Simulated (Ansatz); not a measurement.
# ClGaH3OSi radical: one molecule under many settings

How do the results and run time of ClGaH3OSi radical respond when the settings are drawn wide?

Computed with Ansatz 0.2.0, Gaussian basis. Level: the settings change from run to run.

**1. The molecule**

The geometry comes from an earlier relaxation with PBE0-D4 in a triple-zeta def2 set; it is a stationary point, not always the lowest conformer.

SMILES `[SiH3][O][Ga][Cl]`, 7 atoms, charge 0, spin multiplicity 2.

Atoms are counted from 1 here; the program's logs count them from 0.

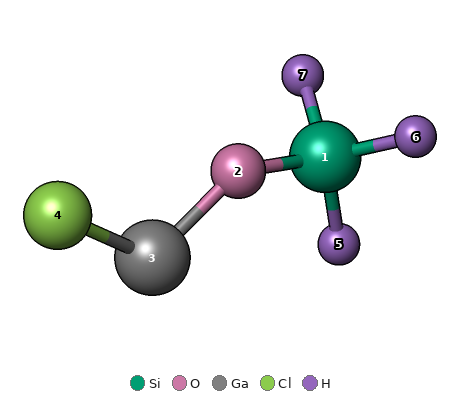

The structure; silicon teal, oxygen pink, gallium grey, chlorine green, hydrogen purple; atoms are numbered from 1 in the order of the file.

Coordinates:

```
Si   -0.0188    1.1635    0.1612
O    -0.0113   -0.4744    0.2047
Ga    0.0794   -1.8835   -0.8832
Cl    0.0154   -3.8257    0.0611
H     0.0922    1.6644   -1.2379
H     1.1295    1.6857    0.9460
H    -1.2863    1.6699    0.7481
```

**2. wB97X/aug-cc-pVDZ**

Contents of in.yaml:

```yaml
crystal:
  periodic: [false, false, false]
  atoms:
    - {symbol: Si, position_ang: [-0.018813, 1.163531, 0.161160]}
    - {symbol: O, position_ang: [-0.011344, -0.474371, 0.204746]}
    - {symbol: Ga, position_ang: [0.079382, -1.883457, -0.883230]}
    - {symbol: Cl, position_ang: [0.015360, -3.825687, 0.061089]}
    - {symbol: H, position_ang: [0.092220, 1.664383, -1.237870]}
    - {symbol: H, position_ang: [1.129507, 1.685703, 0.946034]}
    - {symbol: H, position_ang: [-1.286322, 1.669909, 0.748072]}
basis:
  gaussian: {orbitals: aug-cc-pVDZ}
magnetization: {spin_polarized: true, initial_magnetization: 1}
hamiltonian: {xc: {name: wB97X}}
output: {forces: true}
```

The run is started by

```bash
$ ansatz run in.yaml --threads 4 --pin off --events-out ev --progress --plain --max-ram 10444MiB
```

What it wrote (excerpt; [...] marks lines left out):

```text
Functional definition: wB97X
  name "wB97X"
  cite "Chai & Head-Gordon, J. Chem. Phys. 128, 084106 (2008) doi:10.1063/1.2834918"
  cite "Becke, J. Chem. Phys. 107, 8554 (1997) doi:10.1063/1.475007"
[...]
  # The coefficients of nought are those of the uniform gas.
[...]
      + exact_x_lr(omega)
[...]
      + integral(e_c_pw_opposite_spin*poly(b97_u_opposite, 1, cos1, cos2, cos3, cos4))
1424 factors; integrals over basis functions are off by at most 6.9e-4 eV
495 factors; integrals over basis functions are off by at most 1.7e-5 eV
[...]
mean field -74876.11843239 eV, -2751.6465995344 hartree, gradient 1.0e-5 eV, S^2 0.754133; 0 other end points of the search recorded, 0 dependent functions left out
[...]
reference -74876.11837819 eV, -2751.6465975425 hartree; 37, 36 occupied and 103, 104 virtual orbitals, 1424 factors
Total energy: -74876.11837819 eV, -2751.6465975425 hartree
Atom 0 at    -0.018813     1.163531     0.161160 Å, force    -0.005171     1.446729    -0.067393 eV/Å
Atom 1 at    -0.011344    -0.474371     0.204746 Å, force    -0.014526    -1.273168     0.304036 eV/Å
Atom 2 at     0.079382    -1.883457    -0.883230 Å, force     0.025929    -0.022907    -0.334670 eV/Å
Atom 3 at     0.015360    -3.825687     0.061089 Å, force    -0.007006    -0.251932     0.107366 eV/Å
Atom 4 at     0.092220     1.664383    -1.237870 Å, force     0.013292     0.038215    -0.159771 eV/Å
Atom 5 at     1.129507     1.685703     0.946034 Å, force     0.120419     0.032297     0.085363 eV/Å
Atom 6 at    -1.286322     1.669909     0.748072 Å, force    -0.132937     0.030767     0.065070 eV/Å
Dipole moment:     0.025247     0.240240    -0.341996 e Å
```

Wall time 8.5 s (4 threads of Intel Xeon Platinum 8375C at 2.90GHz, shared host); peak memory 0.88 GiB.

Largest force 1.448 eV/Å, dipole 2.01 D, ⟨S²⟩ 0.754.

**3. CAM-B3LYP/cc-pVTZ-DK**

Set apart from the defaults: restricted open-shell orbitals, atoms shaken by 0.08 Å.

Contents of in.yaml:

```yaml
crystal:
  periodic: [false, false, false]
  atoms:
    - {symbol: Si, position_ang: [0.075454, 1.191755, 0.126697]}
    - {symbol: O, position_ang: [-0.190298, -0.436096, 0.255073]}
    - {symbol: Ga, position_ang: [0.079942, -1.775001, -0.910769]}
    - {symbol: Cl, position_ang: [-0.018604, -3.818218, 0.030310]}
    - {symbol: H, position_ang: [0.149806, 1.656414, -1.282825]}
    - {symbol: H, position_ang: [1.145079, 1.539018, 1.029955]}
    - {symbol: H, position_ang: [-1.238546, 1.752552, 0.698426]}
basis:
  gaussian: {orbitals: cc-pVTZ-DK}
magnetization: {spin_polarized: false, initial_magnetization: 1}
hamiltonian: {xc: {name: CAM-B3LYP}}
```

The command is unchanged.

What it wrote (excerpt; [...] marks lines left out):

```text
Functional definition: CAM-B3LYP
  name "CAM-B3LYP"
  cite "Yanai, Tew & Handy, Chem. Phys. Lett. 393, 51 (2004) doi:10.1016/j.cplett.2004.06.011"
  cite "Iikura, Tsuneda, Yanai & Hirao, J. Chem. Phys. 115, 3540 (2001) doi:10.1063/1.1383587"
  cite "Becke, Phys. Rev. A 38, 3098 (1988) doi:10.1103/PhysRevA.38.3098"
  cite "Lee, Yang & Parr, Phys. Rev. B 37, 785 (1988) doi:10.1103/PhysRevB.37.785"
  cite "Vosko, Wilk & Nusair, Can. J. Phys. 58, 1200 (1980) doi:10.1139/p80-159"
[...]
  # Exact exchange under (alpha + beta erf(omega r))/r, Becke's under what is left of 1/r.
[...]
1323 factors; their error is unknown
283 factors; integrals over basis functions are off by at most 1.9e-5 eV
[...]
mean field -75455.89224056 eV, -2772.9528940000 hartree, gradient 4.1e-5 eV, S^2 0.750000; 0 other end points of the search recorded, 0 dependent functions left out
reference -75455.89237586 eV, -2772.9528989719 hartree; 37, 36 occupied and 146, 147 virtual orbitals, 1323 factors
Total energy: -75455.89237586 eV, -2772.9528989719 hartree
Relativity: scalar
```

Run time: 3.4 s. Hardware: 4 threads of Intel Xeon Platinum 8375C at 2.90GHz, shared host; peak memory 0.84 GiB.

**4. BLYP/STO-3G**

This run has coordinates scaled by 0.96, density fitting with cc-pVTZ-jkfit.

Contents of in.yaml:

```yaml
crystal:
  periodic: [false, false, false]
  atoms:
    - {symbol: Si, position_ang: [-0.018060, 1.116989, 0.154714]}
    - {symbol: O, position_ang: [-0.010891, -0.455397, 0.196556]}
    - {symbol: Ga, position_ang: [0.076207, -1.808119, -0.847901]}
    - {symbol: Cl, position_ang: [0.014746, -3.672660, 0.058645]}
    - {symbol: H, position_ang: [0.088531, 1.597808, -1.188355]}
    - {symbol: H, position_ang: [1.084326, 1.618275, 0.908192]}
    - {symbol: H, position_ang: [-1.234869, 1.603113, 0.718149]}
basis:
  gaussian: {orbitals: STO-3G, fitting: {mean_field: cc-pVTZ-jkfit}}
magnetization: {spin_polarized: true, initial_magnetization: 1}
hamiltonian: {xc: {name: BLYP}}
```

Same command.

What it wrote (excerpt; [...] marks lines left out):

```text
Functional definition: BLYP
  name "BLYP"
  cite "Becke, Phys. Rev. A 38, 3098 (1988) doi:10.1103/PhysRevA.38.3098"
  cite "Lee, Yang & Parr, Phys. Rev. B 37, 785 (1988) doi:10.1103/PhysRevB.37.785"
[...]
618 factors; integrals over basis functions are off by at most 1.7e-2 eV
[...]
mean field -74000.52139262 eV, -2719.4690018238 hartree, gradient 2.0e-5 eV, S^2 0.752977; 8 other end points of the search recorded, 0 dependent functions left out
reference -74000.52165019 eV, -2719.4690112893 hartree; 37, 36 occupied and 7, 8 virtual orbitals, 618 factors
Total energy: -74000.52165019 eV, -2719.4690112893 hartree
```

Wall time 1.4 s (4 threads of Intel Xeon Platinum 8375C at 2.90GHz, shared host).

⟨S²⟩ 0.753.

**5. BLYP/def2-SVP**

This run has charge +1, multiplicity 1, atoms shaken by 0.08 Å, D3(BJ) with three-body dispersion.

Contents of in.yaml:

```yaml
crystal:
  periodic: [false, false, false]
  atoms:
    - {symbol: Si, position_ang: [-0.044363, 1.154378, 0.122816]}
    - {symbol: O, position_ang: [-0.034673, -0.424628, 0.203940]}
    - {symbol: Ga, position_ang: [0.029689, -1.713960, -0.969591]}
    - {symbol: Cl, position_ang: [-0.012034, -3.951425, -0.040240]}
    - {symbol: H, position_ang: [0.044617, 1.661574, -1.229905]}
    - {symbol: H, position_ang: [1.144586, 1.814328, 0.948570]}
    - {symbol: H, position_ang: [-1.275128, 1.713279, 0.662341]}
basis:
  gaussian: {orbitals: def2-SVP}
total_charge: 1
hamiltonian: {xc: {name: BLYP}, dispersion: d3bjatm}
```

The command is unchanged.

What it wrote:

```text
Functional definition: BLYP
  name "BLYP"
  cite "Becke, Phys. Rev. A 38, 3098 (1988) doi:10.1103/PhysRevA.38.3098"
  cite "Lee, Yang & Parr, Phys. Rev. B 37, 785 (1988) doi:10.1103/PhysRevB.37.785"
  parameter beta = 0.0042
  parameter a = 0.04918
  parameter b = 0.132
  parameter c = 0.2533
  parameter d = 0.349
  exchange = b88_x(beta = beta)
  correlation = lyp_c(a = a, b = b, c = c, d = d)
1063 factors; their error is unknown
mean field evaluation 1: about -74833.0729 eV, gradient 9.9e1 eV
mean field evaluation 2: about -74643.4810 eV, gradient 2.3e2 eV
mean field evaluation 4: about -74843.4938 eV, gradient 5.4e1 eV
mean field evaluation 8: about -74852.9083 eV, gradient 9.5e0 eV
mean field evaluation 16: about -74853.3534 eV, gradient 3.9e-2 eV
mean field evaluation 32: about -74853.1076 eV, gradient 4.7e0 eV
mean field -74853.35341474 eV, -2750.8100005663 hartree, gradient 1.2e-5 eV, S^2 0.000000; 4 other end points of the search recorded, 0 dependent functions left out
reference -74853.35375547 eV, -2750.8100130880 hartree; 36, 36 occupied and 61, 61 virtual orbitals, 1063 factors
Total energy: -74853.68975727 eV, -2750.8223609263 hartree
```

Wall time 1.1 s (4 threads of Intel Xeon Platinum 8375C at 2.90GHz, shared host).

**6. B3LYP/pcseg-2**

Options: D4 dispersion, high accuracy.

Contents of in.yaml:

```yaml
crystal:
  periodic: [false, false, false]
  atoms:
    - {symbol: Si, position_ang: [-0.018813, 1.163531, 0.161160]}
    - {symbol: O, position_ang: [-0.011344, -0.474371, 0.204746]}
    - {symbol: Ga, position_ang: [0.079382, -1.883457, -0.883230]}
    - {symbol: Cl, position_ang: [0.015360, -3.825687, 0.061089]}
    - {symbol: H, position_ang: [0.092220, 1.664383, -1.237870]}
    - {symbol: H, position_ang: [1.129507, 1.685703, 0.946034]}
    - {symbol: H, position_ang: [-1.286322, 1.669909, 0.748072]}
basis:
  gaussian: {orbitals: pcseg-2}
magnetization: {spin_polarized: true, initial_magnetization: 1}
hamiltonian: {xc: {name: B3LYP}, dispersion: d4}
accuracy: high
```

The command is unchanged.

What it wrote (excerpt; [...] marks lines left out):

```text
Functional definition: B3LYP
  name "B3LYP"
  cite "Stephens, Devlin, Chabalowski & Frisch, J. Phys. Chem. 98, 11623 (1994) doi:10.1021/j100096a001"
  cite "Becke, Phys. Rev. A 38, 3098 (1988) doi:10.1103/PhysRevA.38.3098"
  cite "Lee, Yang & Parr, Phys. Rev. B 37, 785 (1988) doi:10.1103/PhysRevB.37.785"
  cite "Vosko, Wilk & Nusair, Can. J. Phys. 58, 1200 (1980) doi:10.1139/p80-159"
[...]
3110 factors; integrals over basis functions are off by at most 2.6e-8 eV
[...]
mean field -74882.26127414 eV, -2751.8723448050 hartree, gradient 4.6e-8 eV, S^2 0.752485; 0 other end points of the search recorded, 0 dependent functions left out
reference -74882.26131722 eV, -2751.8723463882 hartree; 37, 36 occupied and 146, 147 virtual orbitals, 3110 factors
Total energy: -74882.53053148 eV, -2751.8822398297 hartree
```

It took 10 s on 4 threads of Intel Xeon Platinum 8375C at 2.90GHz, shared host; peak memory 1.2 GiB.

⟨S²⟩ 0.752.

**7. r2SCAN50/aug-cc-pVDZ**

This run has charge +1, multiplicity 1, D3(BJ) dispersion, relativity set to none.

Edit in.yaml of step 6 so:

```diff
@@ -11,5 +11,5 @@
 basis:
-  gaussian: {orbitals: pcseg-2}
-magnetization: {spin_polarized: true, initial_magnetization: 1}
-hamiltonian: {xc: {name: B3LYP}, dispersion: d4}
-accuracy: high
+  gaussian: {orbitals: aug-cc-pVDZ}
+total_charge: 1
+hamiltonian: {xc: {name: r2SCAN50}, dispersion: d3bj, pseudopotentials: {relativity: none}}
+output: {forces: true}
```

Same command.

What it wrote (excerpt; [...] marks lines left out):

```text
Warning: the engine holds no damping parameters fitted to this dispersion correction and functional, so the run takes those fitted to r2scan50 beside the three-body term, which d3bj leaves out (hamiltonian.dispersion, under Limitations)
Functional definition: r2SCAN50
  name "r2SCAN50"
  cite "Bursch, Neugebauer, Ehlert & Grimme, J. Chem. Phys. 156, 134105 (2022) doi:10.1063/5.0086040"
  cite "Furness, Kaplan, Ning, Perdew & Sun, J. Phys. Chem. Lett. 11, 8208 (2020) doi:10.1021/acs.jpclett.0c02405"
  cite "Furness, Kaplan, Ning, Perdew & Sun, J. Phys. Chem. Lett. 11, 9248 (2020) doi:10.1021/acs.jpclett.0c03077"
  parent r2scan
[...]
1424 factors; integrals over basis functions are off by at most 6.9e-4 eV
[...]
mean field -74861.34249312 eV, -2751.1035937815 hartree, gradient 4.4e-5 eV, S^2 0.000000; 0 other end points of the search recorded, 0 dependent functions left out
[...]
reference -74861.34250906 eV, -2751.1035943675 hartree; 36, 36 occupied and 104, 104 virtual orbitals, 1424 factors
Total energy: -74861.40182768 eV, -2751.1057742867 hartree
Atom 0 at    -0.018813     1.163531     0.161160 Å, force    -0.030840     3.528486     0.062326 eV/Å
Atom 1 at    -0.011344    -0.474371     0.204746 Å, force     0.182482    -3.735428    -2.056728 eV/Å
Atom 2 at     0.079382    -1.883457    -0.883230 Å, force    -0.278364    -0.147305     3.601043 eV/Å
Atom 3 at     0.015360    -3.825687     0.061089 Å, force     0.110122     1.323242    -1.499385 eV/Å
Atom 4 at     0.092220     1.664383    -1.237870 Å, force     0.000667    -0.301083     0.023975 eV/Å
Atom 5 at     1.129507     1.685703     0.946034 Å, force    -0.017624    -0.334469    -0.067646 eV/Å
Atom 6 at    -1.286322     1.669909     0.748072 Å, force     0.033556    -0.333442    -0.063585 eV/Å
Dipole moment:     0.063762    -0.070688    -0.814780 e Å
```

Wall time 4 s (4 threads of Intel Xeon Platinum 8375C at 2.90GHz, shared host).

Largest force 4.268 eV/Å.

**8. BHLYP/def2-mTZVP**

Set apart from the defaults: density fitting with cc-pVTZ-jkfit, the search for lower states set to off.

Edit in.yaml of step 7 so:

```diff
@@ -11,5 +11,5 @@
 basis:
-  gaussian: {orbitals: aug-cc-pVDZ}
-total_charge: 1
-hamiltonian: {xc: {name: r2SCAN50}, dispersion: d3bj, pseudopotentials: {relativity: none}}
-output: {forces: true}
+  gaussian: {orbitals: def2-mTZVP, fitting: {mean_field: cc-pVTZ-jkfit}}
+magnetization: {spin_polarized: true, initial_magnetization: 1}
+hamiltonian: {xc: {name: BHLYP}}
+scf: {lower_state_search: off}
```

Same command.

What it wrote (excerpt; [...] marks lines left out):

```text
Functional definition: BHLYP
  name "BHLYP"
  cite "Becke, J. Chem. Phys. 98, 1372 (1993) doi:10.1063/1.464304"
  cite "Becke, Phys. Rev. A 38, 3098 (1988) doi:10.1103/PhysRevA.38.3098"
  cite "Lee, Yang & Parr, Phys. Rev. B 37, 785 (1988) doi:10.1103/PhysRevB.37.785"
[...]
618 factors; integrals over basis functions are off by at most 1.6e-1 eV
[...]
mean field -74876.01625638 eV, -2751.6428446354 hartree, gradient 8.7e-6 eV, S^2 0.754170; 0 other end points of the search recorded, 0 dependent functions left out
reference -74876.01644316 eV, -2751.6428514994 hartree; 37, 36 occupied and 76, 77 virtual orbitals, 618 factors
Total energy: -74876.01644316 eV, -2751.6428514994 hartree
Checks for a lower state left out: stability, starts, cluster_reference, orbital_swaps, neighbouring_geometries, increment
```

It took 0.8 s on 4 threads of Intel Xeon Platinum 8375C at 2.90GHz, shared host.

⟨S²⟩ 0.754.

**9. revPBE0/def2-mTZVP**

Edit in.yaml of step 8 so:

```diff
@@ -11,5 +11,4 @@
 basis:
-  gaussian: {orbitals: def2-mTZVP, fitting: {mean_field: cc-pVTZ-jkfit}}
+  gaussian: {orbitals: def2-mTZVP}
 magnetization: {spin_polarized: true, initial_magnetization: 1}
-hamiltonian: {xc: {name: BHLYP}}
-scf: {lower_state_search: off}
+hamiltonian: {xc: {name: revPBE0}}
```

The command is unchanged.

What it wrote (excerpt; [...] marks lines left out):

```text
Functional definition: revPBE0
  name "revPBE0"
  cite "Zhang & Yang, Phys. Rev. Lett. 80, 890 (1998) doi:10.1103/PhysRevLett.80.890"
  cite "Adamo & Barone, J. Chem. Phys. 110, 6158 (1999) doi:10.1063/1.478522"
  cite "Perdew, Burke & Ernzerhof, Phys. Rev. Lett. 77, 3865 (1996) doi:10.1103/PhysRevLett.77.3865"
[...]
1016 factors; integrals over basis functions are off by at most 8.8e-4 eV
[...]
mean field -74869.20490419 eV, -2751.3925320592 hartree, gradient 3.7e-5 eV, S^2 0.753150; 0 other end points of the search recorded, 0 dependent functions left out
reference -74869.20494557 eV, -2751.3925335799 hartree; 37, 36 occupied and 76, 77 virtual orbitals, 1016 factors
Total energy: -74869.20494557 eV, -2751.3925335799 hartree
```

It took 1.8 s on 4 threads of Intel Xeon Platinum 8375C at 2.90GHz, shared host.

⟨S²⟩ 0.753.

**10. RPBE/STO-3G**

This run has a grid of angular degree 11, D4 dispersion.

Edit in.yaml of step 9 so:

```diff
@@ -11,4 +11,5 @@
 basis:
-  gaussian: {orbitals: def2-mTZVP}
+  gaussian: {orbitals: STO-3G, final_grid: {core_spheres: 5, valence_spheres: 4, degree: 11}}
 magnetization: {spin_polarized: true, initial_magnetization: 1}
-hamiltonian: {xc: {name: revPBE0}}
+hamiltonian: {xc: {name: RPBE}, dispersion: d4}
+output: {forces: true}
```

The command is unchanged.

What it wrote (excerpt; [...] marks lines left out):

```text
Functional definition: RPBE
  name "RPBE"
  cite "Hammer, Hansen & Nørskov, Phys. Rev. B 59, 7413 (1999) doi:10.1103/PhysRevB.59.7413"
  cite "Perdew, Burke & Ernzerhof, Phys. Rev. Lett. 77, 3865 (1996) doi:10.1103/PhysRevLett.77.3865"
[...]
485 factors; integrals over basis functions are off by at most 7.5e-5 eV
[...]
mean field -74001.30495188 eV, -2719.4977970955 hartree, gradient 2.7e-5 eV, S^2 0.752953; 8 other end points of the search recorded, 0 dependent functions left out
[...]
reference -74001.30500330 eV, -2719.4977989853 hartree; 37, 36 occupied and 7, 8 virtual orbitals, 485 factors
Total energy: -74001.83275564 eV, -2719.5171935258 hartree
Atom 0 at    -0.018813     1.163531     0.161160 Å, force     0.020125     3.111184    -0.474275 eV/Å
Atom 1 at    -0.011344    -0.474371     0.204746 Å, force     0.187620    -6.021836    -2.035362 eV/Å
Atom 2 at     0.079382    -1.883457    -0.883230 Å, force    -0.186000     3.383460     2.156938 eV/Å
Atom 3 at     0.015360    -3.825687     0.061089 Å, force    -0.012658     0.288871     0.175095 eV/Å
Atom 4 at     0.092220     1.664383    -1.237870 Å, force    -0.040911    -0.153280     0.522750 eV/Å
Atom 5 at     1.129507     1.685703     0.946034 Å, force    -0.411212    -0.306124    -0.206923 eV/Å
Atom 6 at    -1.286322     1.669909     0.748072 Å, force     0.443036    -0.302275    -0.138224 eV/Å
Dipole moment:    -0.016909     0.722974     0.169254 e Å
```

Wall time 1.2 s (4 threads of Intel Xeon Platinum 8375C at 2.90GHz, shared host).

Largest force 6.359 eV/Å, dipole 3.57 D, ⟨S²⟩ 0.753.

**11. The runs in one table**

| level | charge | multiplicity | geometry | functions | energy (eV) | time |
| --- | --- | --- | --- | --- | --- | --- |
| wB97X/aug-cc-pVDZ | 0 | 2 | relaxed | 140 | -74876.118 | 8.5 s |
| CAM-B3LYP/cc-pVTZ-DK | 0 | 2 | shaken | 183 | -75455.892 | 3.4 s |
| BLYP/STO-3G | 0 | 2 | scaled | 44 | -74000.522 | 1.4 s |
| BLYP/def2-SVP | 1 | 1 | shaken | 97 | -74853.690 | 1.1 s |
| B3LYP/pcseg-2 | 0 | 2 | relaxed | 183 | -74882.531 | 10 s |
| r2SCAN50/aug-cc-pVDZ | 1 | 1 | relaxed | 140 | -74861.402 | 4 s |
| BHLYP/def2-mTZVP | 0 | 2 | relaxed | 113 | -74876.016 | 0.8 s |
| revPBE0/def2-mTZVP | 0 | 2 | relaxed | 113 | -74869.205 | 1.8 s |
| RPBE/STO-3G | 0 | 2 | relaxed | 44 | -74001.833 | 1.2 s |

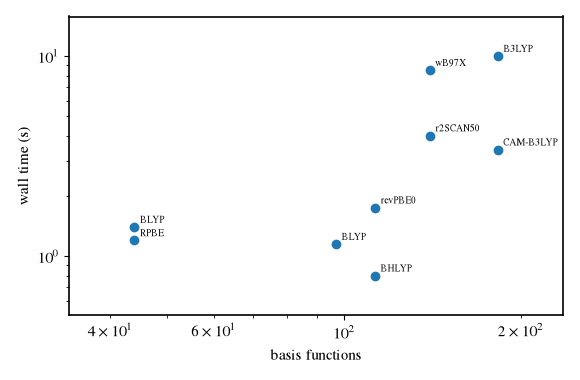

Wall time against the number of basis functions (shared host).

**12. Outcome**

| quantity | value |
| --- | --- |
| runs | 9 |
| quickest | BHLYP/def2-mTZVP, 0.8 s |
| slowest | B3LYP/pcseg-2, 10 s |
| spread of total energies, same state and geometry | 880.7 eV |
| dipole, same state and geometry | 2.01 to 3.57 D |

Run time spans a factor of 13, from BHLYP/def2-mTZVP to B3LYP/pcseg-2. The jobs differ in tasks and options as well as level. The totals spread over 881 eV; they can't be compared across methods or bases. At the PBE0-D4/def2-TZVP geometry and in the same state, the sound runs without point charges leave forces up to 6.36 eV/Å (RPBE/STO-3G).
